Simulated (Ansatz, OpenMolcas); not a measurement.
**A ladder of methods for HNO3 (SMILES O=[N+]([O-])O)**

HNO3 has 5 atoms, charge 0, and is taken as a singlet. As SMILES, `O=[N+]([O-])O`. The shape is that of a PBE0-D4/def2-TZVP optimisation. This is one conformer, not always the lowest.

```xyz
5

O     1.3179   -0.3158    0.7465
N     0.2531   -0.2797    0.2262
O    -0.5964   -1.1240    0.1414
O    -0.0441    0.9329   -0.3740
H    -0.9304    0.7865   -0.7402
```

Each level gives the atomisation enthalpy at 298 K (kJ/mol). The values are calculated. The thermal term (zero-point and 298 K enthalpy, harmonic and unscaled) is that of PBE0-D4/def2-TZVP; the spin-orbit lowering of the free atoms at 298 K, 1.2 kJ/mol by their spectra, is taken off.

**The experiment to reproduce.** Active Thermochemical Tables gives the atomisation enthalpy at 298 K of the gas as 1572 kJ/mol.

```
           level             kind     program  value (kJ/mol)  computed − measured
    HF/def2-SVPD     Hartree–Fock  OpenMolcas             562                -1010
  BLYP/def2-SVPD              GGA  OpenMolcas            1699                 +127
   PBE/def2-SVPD              GGA  OpenMolcas            1798                 +226
revPBE/def2-SVPD              GGA  OpenMolcas            1680                 +108
  TPSS/def2-SVPD         meta-GGA  OpenMolcas            1627                  +55
r2SCAN/def2-SVPD         meta-GGA  OpenMolcas            1637                  +65
 BHLYP/def2-SVPD    global hybrid  OpenMolcas            1374                 -198
M06-2X/def2-SVPD  hybrid meta-GGA  OpenMolcas            1579                   +7
```

Nearest: M06-2X/def2-SVPD (+7 kJ/mol); farthest: HF/def2-SVPD (-1010 kJ/mol). Computed less measured by kind, in kJ/mol (of the ab initio rows, those in def2-SVPD): Hartree–Fock -1010; GGA +108 to +226; meta-GGA +55 to +65; global hybrid -198 to +7.

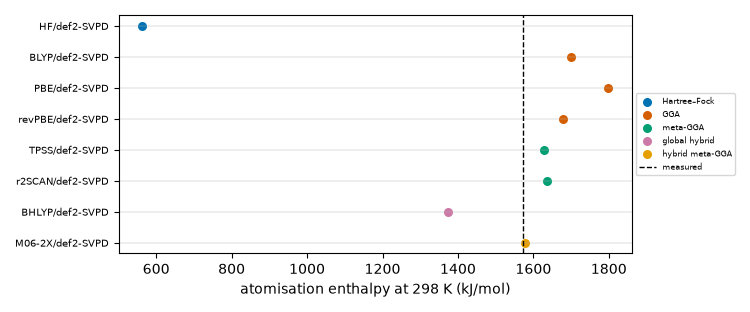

The values of the table, level by level.
